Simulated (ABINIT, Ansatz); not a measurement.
**CsGeCl3 (R3m): G0W0 on several meshes in ABINIT**

Aim: the GW shift of CsGeCl3 (R3m) against the k mesh.

Method: LDA and many-body steps on it, plane waves, in ABINIT 10.8.3.

## Step 1: The starting structure

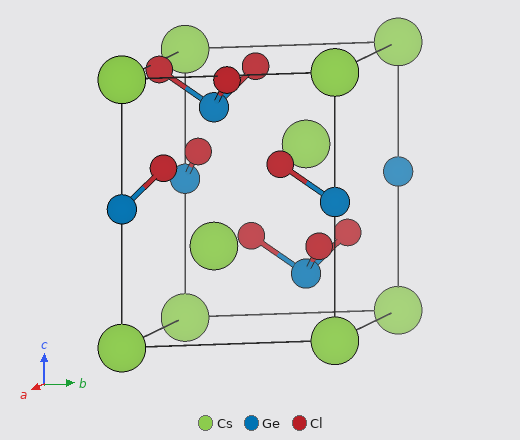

The cell as given, slightly off an axis (caesium green, germanium blue, chlorine red). This picture shows the conventional cell, with its axes. Bonds to atoms that aren't drawn are left out. Some periodic images of atoms are drawn too.

Structure file:

```cif
data_structure
_symmetry_space_group_name_H-M 'P 1'
_symmetry_Int_Tables_number 1
_cell_length_a 5.4619
_cell_length_b 5.4619
_cell_length_c 5.4619
_cell_angle_alpha 89.546
_cell_angle_beta 89.546
_cell_angle_gamma 89.546
_cell_volume 162.93
loop_
_atom_site_label
_atom_site_type_symbol
_atom_site_fract_x
_atom_site_fract_y
_atom_site_fract_z
_atom_site_occupancy
Cs1 Cs 0.99840 0.99840 0.99840 1
Ge2 Ge 0.51553 0.51553 0.51553 1
Cl3 Cl 0.49671 0.49671 0.94864 1
Cl4 Cl 0.49671 0.94864 0.49671 1
Cl5 Cl 0.94864 0.49671 0.49671 1
```

The cell and positions are those that the Materials Project relaxed with its own functionals (PBE, PBE+U or r2SCAN), kept fixed. Spin-orbit coupling is left out unless a step names it.

## Step 2: Empty states on the mesh, 2×2×2 mesh, 352 bands

This step: ABINIT 10.8.3; DFT, LDA, plane waves, norm-conserving pseudopotentials.

The sums over transitions need many empty states on a uniform mesh; this step solves for them.

run.abi

```
acell 3*1.0 Angstrom
rprim 
  3.846816390705 2.220960478697 3.178300533600
  -3.846816390705 2.220960478697 3.178300533600
  0.000000000000 -4.441920957394 3.178300533600
ntypat 3
znucl 55 32 17
natom 5
typat 1 2 3 3 3
xred 
  0.998403350000 0.998403350000 0.998403350000
  0.515533150000 0.515533150000 0.515533150000
  0.496712670000 0.496712670000 0.948638170000
  0.496712670000 0.948638170000 0.496712670000
  0.948638170000 0.496712670000 0.496712670000
pp_dirpath "pseudos"
pseudos "Cs.upf, Ge.upf, Cl.upf"
ecut 56
ngkpt 2 2 2
nshiftk 1
shiftk 0 0 0
kptopt 1
chksymbreak 0
iscf -2
irdden 1
istwfk *1
nband 352
nbdbuf 32
tolwfr 1e-09
nstep 60
prtvol 0
indata_prefix "in"
outdata_prefix "out"
tmpdata_prefix "tmp"
```

Command:

```sh
> OMP_NUM_THREADS=2 mpirun -n 4 abinit run.abi > log
```

Numbers of over 12 decimals in the logs are rounded to 6 here.

Log:

```text
.Version 10.8.3 of ABINIT. v10.8.2 released Aug 2026.

 Symmetries : space group R3 m (#160); Bravais hR (rhombohedral)
[... echo of the input left out ...]
== DATASET  1 ==================================================================
-   mpi_nproc: 4, omp_nthreads: 2 (-1 if OMP is not activated)

--- !DatasetInfo
iteration_state: {dtset: 1, }
dimensions: {natom: 5, nkpt: 4, mband: 352, nsppol: 1, nspinor: 1, nspden: 1, mpw: 22041, }
cutoff_energies: {ecut:  56.0, pawecutdg:  -1.0, }
[...]
3.08495    3.08496    3.09171    3.09171    3.11358    3.11701    3.11793    3.11807
   3.11987    3.11997    3.14407    3.14489    3.14862    3.14952    3.15057    3.15420
 prteigrs : prtvol=0 or 1, do not print more k-points.

== END DATASET(S) ==============================================================
================================================================================

 -outvars: echo values of variables after computation  --------
            nband         352
             nkpt           4
          spgroup         160
 [... the other variables as echoed above ...]

 Calculation completed.
```

The job ended after 4.8 min (4 MPI ranks of Arm Neoverse V2, shared host; peak memory 1 GiB; 30 min of CPU time).

Numbers from this step:

```yaml
gap: 1.977 eV
k_of_the_valence_top: 0.5, 0.5, 0.5
k_of_the_conduction_bottom: 0.5, 0.5, 0.5
least_direct_gap: 1.977 eV
k_points_computed: 4
lowest_point_of_the_top_converged_band_above_the_valence_top: 77.4812 eV
```

On this mesh the gap is 1.977 eV.

The density comes from a self-consistent run that is not shown.

## Step 3: Screening, 2×2×2 mesh, 146 bands, screening to 141.5 eV

The RPA dielectric matrix is built and inverted for each q.

This step: RPA screening on LDA, plane waves, norm-conserving pseudopotentials.

run.abi, as its differences from that of step 2:

```diff
@@ -23,10 +23,11 @@
 chksymbreak 0
-iscf -2
-irdden 1
 istwfk *1
-nband 352
-nbdbuf 32
-tolwfr 1e-09
-nstep 60
-prtvol 0
+occopt 1
+irdwfk 1
+optdriver 3
+nband 146
+ecuteps 5.2
+inclvkb 2
+awtr 1
+symchi 1
 indata_prefix "in"
```

Command:

```sh
> OMP_NUM_THREADS=1 mpirun -n 8 abinit run.abi > log
```

Log:

```text
.Version 10.8.3 of ABINIT. v10.8.2 released Aug 2026.

 Symmetries : space group R3 m (#160); Bravais hR (rhombohedral)
[... echo of the input left out ...]
== DATASET  1 ==================================================================
-   mpi_nproc: 8, omp_nthreads: 1 (-1 if OMP is not activated)

--- !DatasetInfo
iteration_state: {dtset: 1, }
dimensions: {natom: 5, nkpt: 4, mband: 146, nsppol: 1, nspinor: 1, nspden: 1, mpw: 22041, }
cutoff_energies: {ecut:  56.0, pawecutdg:  -1.0, }
electrons: {nelect:   5.20000000E+01, charge:   0.00000000E+00, occopt:   1.00000000E+00, tsmear:   1.00000000E-02, }

 SCREENING: Calculation of the susceptibility and dielectric matrices

 Based on a program developped by R.W. Godby, V. Olevano, G. Onida, and L. Reining.
 Incorporated in ABINIT by V. Olevano, G.-M. Rignanese, and M. Torrent.
.Using double precision arithmetic ; gwpc =  8

[... cell and pseudopotentials left out ...]
--------------------------------------------------------------------------------

 ==== K-mesh for the wavefunctions ====
 Number of points in the irreducible wedge :     4
[... list of points left out ...]
 Together with  6 symmetry operations and time-reversal symmetry
 yields     8 points in the full Brillouin Zone.

 ==== Q-mesh for the screening function ====
 Number of points in the irreducible wedge :     4
[... list of points left out ...]
 Together with  6 symmetry operations and time-reversal symmetry
 yields     8 points in the full Brillouin Zone.

 setmesh: FFT mesh size selected  =    45x   45x   45
          total number of points  =        91125

 vcoul_init : cutoff-mode = AUXILIARY_FUNCTION
 q-points for optical limit:   1
     1)      0.000010    0.000020    0.000030

- screening: taking advantage of time-reversal symmetry
- Maximum band index for partially occupied states nbvw = 26
- Remaining bands to be divided among processors   nbcw = 120
- Number of bands treated by each node ~15

 Number of electrons calculated from density =   52.0000; Expected =   52.0000
 average of density, n =  0.047295
 r_s =    1.7154
 omega_plasma =   20.9780 [eV]

 calculating chi0 at frequencies [eV] :
  1    0.000000E+00    0.000000E+00
  2    0.000000E+00    2.097803E+01

--------------------------------------------------------------------------------
  q-point number  1        q = ( 0.000000, 0.000000, 0.000000) [r.l.u.]
--------------------------------------------------------------------------------
[... chi0 elements left out ...]
 For q-point:  0.000010 0.000020 0.000030
  dielectric constant =   5.9573
  dielectric constant without local fields =   7.2291

  Average fulfillment of the sum rule on Im[epsilon] for q-point    1 :     47.82  [%]
[... wings left out ...]
  q-point number  2        q = ( 0.500000, 0.000000, 0.000000) [r.l.u.]
--------------------------------------------------------------------------------
[... chi0 elements left out ...]
  Average fulfillment of the sum rule on Im[epsilon] for q-point    2 :     52.50  [%]

 [... 2 further q-points ...]
```

The job ended after 44 s (8 MPI ranks; peak memory 4.7 GiB; 5.9 min of CPU time).

Numbers from this step:

* ε∞ with local fields, on this mesh, along the program's q direction: 5.957
* the same without local fields: 7.229
* plasma frequency: 20.98 eV
* plane waves in the screening matrix: 619

Local fields lower ε∞ by 18 %. On a Γ-centred mesh this coarse the value itself is usually too large, while a short band sum pulls it down.

## Step 4: 2×2×2

The self-energy is evaluated for the states that the input lists, and the levels follow from it, in one-shot runs by the linearised quasiparticle equation.

This step: G0W0 on LDA, plane waves, norm-conserving pseudopotentials.

run.abi, as its differences from that of step 3:

```diff
@@ -26,8 +26,17 @@
 irdwfk 1
-optdriver 3
+optdriver 4
 nband 146
+gwcalctyp 0
+ecutsigx 56
+symsigma 1
+nkptgw 2
+kptgw 
+  0.5000000000 0.5000000000 0.5000000000
+  0.0000000000 0.0000000000 0.0000000000
+bdgw 
+  25 28
+  24 29
 ecuteps 5.2
-inclvkb 2
-awtr 1
-symchi 1
+irdscr 1
+ppmodel 1
 indata_prefix "in"
```

Log:

```text
.Version 10.8.3 of ABINIT. v10.8.2 released Aug 2026.

 Symmetries : space group R3 m (#160); Bravais hR (rhombohedral)
[... echo of the input left out ...]
== DATASET  1 ==================================================================
-   mpi_nproc: 8, omp_nthreads: 1 (-1 if OMP is not activated)

--- !DatasetInfo
iteration_state: {dtset: 1, }
dimensions: {natom: 5, nkpt: 4, mband: 146, nsppol: 1, nspinor: 1, nspden: 1, mpw: 22041, }
cutoff_energies: {ecut:  56.0, pawecutdg:  -1.0, }
electrons: {nelect:   5.20000000E+01, charge:   0.00000000E+00, occopt:   1.00000000E+00, tsmear:   1.00000000E-02, }

 SIGMA: Calculation of the GW corrections

 Based on a program developped by R.W. Godby, V. Olevano, G. Onida, and L. Reining.
 Incorporated in ABINIT by V. Olevano, G.-M. Rignanese, and M. Torrent.
.Using double precision arithmetic ; gwpc =  8

[... cell and pseudopotentials left out ...]
--------------------------------------------------------------------------------

 ==== K-mesh for the wavefunctions ====
 Number of points in the irreducible wedge :     4
[... list of points left out ...]
 Together with  6 symmetry operations and time-reversal symmetry
 yields     8 points in the full Brillouin Zone.

 ==== Q-mesh for screening function ====
 Number of points in the irreducible wedge :     4
[... list of points left out ...]
 Together with  6 symmetry operations and time-reversal symmetry
 yields     8 points in the full Brillouin Zone.

 vcoul_init : cutoff-mode = AUXILIARY_FUNCTION
 q-points for optical limit:   1
     1)      0.000010    0.000020    0.000030
 setmesh: FFT mesh size selected  =    72x   72x   72
          total number of points  =       373248

 Number of electrons calculated from density =   52.0000; Expected =   52.0000
 average of density, n =  0.047295
 r_s =    1.7154
 omega_plasma =   20.9780 [eV]

 === KS Band Gaps ===
  >>>> For spin  1
   Minimum direct gap =   1.9771 [eV], located at k-point      :   0.5000  0.5000  0.5000
   Fundamental gap    =   1.9771 [eV], Top of valence bands at :   0.5000  0.5000  0.5000
                                       Bottom of conduction at :   0.5000  0.5000  0.5000
 SIGMA fundamental parameters:
 PLASMON POLE MODEL  1
 number of plane-waves for SigmaX                22041
 number of plane-waves for SigmaC and W            619
 number of plane-waves for wavefunctions         22041
 number of bands                                   146
 number of independent spin polarizations            1
 number of spinorial components                      1
 number of k-points in IBZ                           4
 number of q-points in IBZ                           4
 number of symmetry operations                       6
 number of k-points in BZ                            8
 number of q-points in BZ                            8
 number of frequencies for dSigma/dE                 9
 frequency step for dSigma/dE [eV]                0.25
 number of omega for Sigma on real axis              0
 max omega for Sigma on real axis  [eV]           0.00
 zcut for avoiding poles [eV]                     0.10

 EPSILON^-1 parameters (SCR file):
 dimension of the eps^-1 matrix on file            619
 dimension of the eps^-1 matrix used               619
 number of plane-waves for wavefunctions         22041
 number of bands                                   146
 number of q-points in IBZ                           4
 number of frequencies                               2
 number of real frequencies                          1
 number of imag frequencies                          1

 matrix elements of self-energy operator (all in [eV])

 Perturbative Calculation

--- !SelfEnergy_ee
iteration_state: {dtset: 1, }
kpoint     : [   0.500,    0.500,    0.500, ]
spin       : 1
KS_gap     :    1.977
QP_gap     :    3.624
Delta_QP_KS:    1.646
data: !SigmaeeData |
     Band     E0 <VxcDFT>   SigX SigC(E0)      Z dSigC/dE  Sig(E)    E-E0       E
       25  -0.190 -14.219 -18.514   3.080   0.772  -0.296 -15.156  -0.938  -1.128
       26   1.959 -14.764 -16.833   1.621   0.788  -0.269 -15.117  -0.353   1.606
       27   3.936 -11.282  -6.604  -3.078   0.809  -0.237  -9.989   1.293   5.229
       28   3.936 -11.282  -6.604  -3.078   0.809  -0.237  -9.989   1.293   5.229

--- !SelfEnergy_ee
iteration_state: {dtset: 1, }
kpoint     : [   0.000,    0.000,    0.000, ]
spin       : 1
KS_gap     :    5.520
QP_gap     :    7.225
Delta_QP_KS:    1.705
data: !SigmaeeData |
     Band     E0 <VxcDFT>   SigX SigC(E0)      Z dSigC/dE  Sig(E)    E-E0       E
       24  -0.526 -14.055 -18.275   3.037   0.772  -0.296 -14.968  -0.913  -1.440
       25  -0.526 -14.055 -18.275   3.037   0.772  -0.296 -14.968  -0.913  -1.440
       26  -0.340 -13.977 -17.781   2.748   0.774  -0.291 -14.795  -0.818  -1.158
       27   5.180  -7.348  -3.022  -3.270   0.840  -0.191  -6.461   0.887   6.067
       28   6.059  -7.267  -2.987  -3.149   0.841  -0.189  -6.316   0.951   7.010
       29   6.059  -7.267  -2.987  -3.149   0.841  -0.189  -6.316   0.951   7.010

== END DATASET(S) ==============================================================
================================================================================

 -outvars: echo values of variables after computation  --------
           etotal      0.0000000000E+00
            nband         146
             nkpt           4
          spgroup         160
 [... the other variables as echoed above ...]

 Calculation completed.
```

Elapsed: 17 s, on 8 MPI ranks; peak memory 2.9 GiB.

This step gave:

```
G0W0 gap on the points computed              : 3.623 eV
starting gap on the mesh                     : 1.977 eV
k of the valence top                         : 0.5, 0.5, 0.5
k of the conduction bottom                   : 0.5, 0.5, 0.5
Z at the valence top                         : 0.788
Z at the conduction bottom                   : 0.809
least direct G0W0 gap on the computed points : 3.623 eV
```

The gap on the mesh goes from 1.98 eV to 3.62 eV, a correction of +1.65 eV.

## Step 5: Empty states on the mesh, 4×4×4 mesh, 160 bands

This step: DFT, LDA, plane waves, norm-conserving pseudopotentials.

run.abi, as its differences from that of step 4:

```diff
@@ -18,3 +18,3 @@
 ecut 56
-ngkpt 2 2 2
+ngkpt 4 4 4
 nshiftk 1
@@ -23,20 +23,10 @@
 chksymbreak 0
+iscf -2
+irdden 1
 istwfk *1
-occopt 1
-irdwfk 1
-optdriver 4
-nband 146
-gwcalctyp 0
-ecutsigx 56
-symsigma 1
-nkptgw 2
-kptgw 
-  0.5000000000 0.5000000000 0.5000000000
-  0.0000000000 0.0000000000 0.0000000000
-bdgw 
-  25 28
-  24 29
-ecuteps 5.2
-irdscr 1
-ppmodel 1
+nband 160
+nbdbuf 14
+tolwfr 1e-09
+nstep 60
+prtvol 0
 indata_prefix "in"
```

Log:

```text
.Version 10.8.3 of ABINIT. v10.8.2 released Aug 2026.

 Symmetries : space group R3 m (#160); Bravais hR (rhombohedral)
[... echo of the input left out ...]
== DATASET  1 ==================================================================
-   mpi_nproc: 8, omp_nthreads: 1 (-1 if OMP is not activated)
-    --> not optimal distribution: autoparal keyword recommended in input file <--

--- !DatasetInfo
iteration_state: {dtset: 1, }
dimensions: {natom: 5, nkpt: 13, mband: 160, nsppol: 1, nspinor: 1, nspden: 1, mpw: 22041, }
cutoff_energies: {ecut:  56.0, pawecutdg:  -1.0, }
[...]
1.58297    1.58297    1.60138    1.60865    1.60865    1.61130    1.65365    1.66184
   1.66184    1.67809    1.67814    1.68354    1.68540    1.69424    1.70874    1.71188
 prteigrs : prtvol=0 or 1, do not print more k-points.

== END DATASET(S) ==============================================================
================================================================================

 -outvars: echo values of variables after computation  --------
            nband         160
             nkpt          13
          spgroup         160
 [... the other variables as echoed above ...]

 Calculation completed.
```

Elapsed: 4.5 min, on 8 MPI ranks; peak memory 1.7 GiB; 36 min of CPU time.

Numbers from this step:

| Quantity | Value |
| --- | --- |
| gap | 1.977 eV |
| k of the valence top | 0.5, 0.5, 0.5 |
| k of the conduction bottom | 0.5, 0.5, 0.5 |
| least direct gap | 1.977 eV |
| k points computed | 13 |
| lowest point of the top converged band, above the valence top | 39.70 eV |

On this mesh the gap is 1.977 eV.

## Step 6: Screening, 4×4×4 mesh, 146 bands, screening to 141.5 eV

This step: RPA screening on LDA, plane waves, norm-conserving pseudopotentials.

run.abi, as its differences from that of step 5:

```diff
@@ -23,10 +23,11 @@
 chksymbreak 0
-iscf -2
-irdden 1
 istwfk *1
-nband 160
-nbdbuf 14
-tolwfr 1e-09
-nstep 60
-prtvol 0
+occopt 1
+irdwfk 1
+optdriver 3
+nband 146
+ecuteps 5.2
+inclvkb 2
+awtr 1
+symchi 1
 indata_prefix "in"
```

Log:

```text
.Version 10.8.3 of ABINIT. v10.8.2 released Aug 2026.

 Symmetries : space group R3 m (#160); Bravais hR (rhombohedral)
[... echo of the input left out ...]
== DATASET  1 ==================================================================
-   mpi_nproc: 8, omp_nthreads: 1 (-1 if OMP is not activated)

--- !DatasetInfo
iteration_state: {dtset: 1, }
dimensions: {natom: 5, nkpt: 13, mband: 146, nsppol: 1, nspinor: 1, nspden: 1, mpw: 22041, }
cutoff_energies: {ecut:  56.0, pawecutdg:  -1.0, }
electrons: {nelect:   5.20000000E+01, charge:   0.00000000E+00, occopt:   1.00000000E+00, tsmear:   1.00000000E-02, }

 SCREENING: Calculation of the susceptibility and dielectric matrices

 Based on a program developped by R.W. Godby, V. Olevano, G. Onida, and L. Reining.
 Incorporated in ABINIT by V. Olevano, G.-M. Rignanese, and M. Torrent.
.Using double precision arithmetic ; gwpc =  8

[... cell and pseudopotentials left out ...]
--------------------------------------------------------------------------------

 ==== K-mesh for the wavefunctions ====
 Number of points in the irreducible wedge :    13
[... list of points left out ...]
 Together with  6 symmetry operations and time-reversal symmetry
 yields    64 points in the full Brillouin Zone.

 ==== Q-mesh for the screening function ====
 Number of points in the irreducible wedge :    13
[... list of points left out ...]
 Together with  6 symmetry operations and time-reversal symmetry
 yields    64 points in the full Brillouin Zone.

 setmesh: FFT mesh size selected  =    45x   45x   45
          total number of points  =        91125

 vcoul_init : cutoff-mode = AUXILIARY_FUNCTION
 q-points for optical limit:   1
     1)      0.000010    0.000020    0.000030

- screening: taking advantage of time-reversal symmetry
- Maximum band index for partially occupied states nbvw = 26
- Remaining bands to be divided among processors   nbcw = 120
- Number of bands treated by each node ~15

 Number of electrons calculated from density =   52.0000; Expected =   52.0000
 average of density, n =  0.047295
 r_s =    1.7154
 omega_plasma =   20.9780 [eV]

 calculating chi0 at frequencies [eV] :
  1    0.000000E+00    0.000000E+00
  2    0.000000E+00    2.097803E+01

--------------------------------------------------------------------------------
  q-point number  1        q = ( 0.000000, 0.000000, 0.000000) [r.l.u.]
--------------------------------------------------------------------------------
[... chi0 elements left out ...]
 For q-point:  0.000010 0.000020 0.000030
  dielectric constant =   3.9612
  dielectric constant without local fields =   4.7366

  Average fulfillment of the sum rule on Im[epsilon] for q-point    1 :     47.95  [%]
[... wings left out ...]
  q-point number  2        q = ( 0.250000, 0.000000, 0.000000) [r.l.u.]
--------------------------------------------------------------------------------
[... chi0 elements left out ...]
  Average fulfillment of the sum rule on Im[epsilon] for q-point    2 :     56.33  [%]

 [... 11 further q-points ...]
```

Elapsed: 8 min, on 8 MPI ranks; peak memory 9.9 GiB; 64 min of CPU time.

This step gave:

- ε∞ with local fields, on this mesh, along the program's q direction: 3.961
- the same without local fields: 4.737
- plasma frequency: 20.98 eV
- plane waves in the screening matrix: 619

(Part 1 of 2 ends here.)

[Paths, hosts, dates, memory and timing lines, banners, echoed tables and standing remarks are left out of the program output.]

[Logs are printed without paths, hosts, clocks, repeated set-up lines and the standing remarks that a program may print on its own settings, such as how far it seeks lower states.]

[Runs of the session that timed out or met a known fault of the program may be left out.]

[Hosts, paths, dates, database ids (printed as entryN), source tags and the programs' standing remarks are cut or masked in the printed files.]

[G0W0 gaps are taken among the corrected bands and points alone; a level outside them can change the order at an edge.]

[Where Ansatz stands beside ABINIT at settings called matched, ABINIT's density can come from a denser mesh and the files from another edition; pairs whose starting gaps differed by over 0.03 eV were left out, so agreement reads better than it is.]
